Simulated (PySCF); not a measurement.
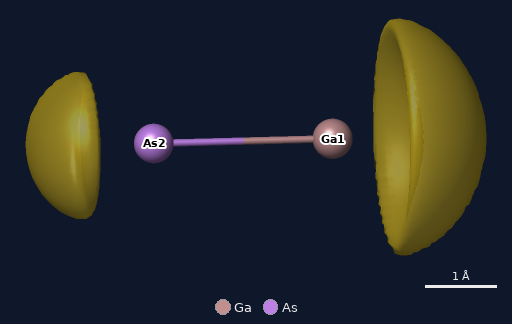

*GaAs (triplet). Isosurface of the ELF at 0.85 (yellow), seen from one side. Only the valence region is drawn (cores and ρ < 0.01 e/Å³ removed).*

All numbers below come from PBE0/def2-TZVPPD, non-relativistic Hamiltonian with scalar-relativistic core potentials where named, at a bond length of 2.564 Å in PySCF.

### Identify the bonds, lone pairs and shells in this picture.

The surface consists of one lobe on As, pointing away from the bonds (non-bonding electrons) and one lobe on Ga, pointing away from the bonds (non-bonding electrons).

Values along the shortest contacts:
Ga–As (2.56 Å): the ELF peaks at about 0.80 in the valence shell of As, 1.2 Å from its nucleus, and is about 0.80 at the midpoint.
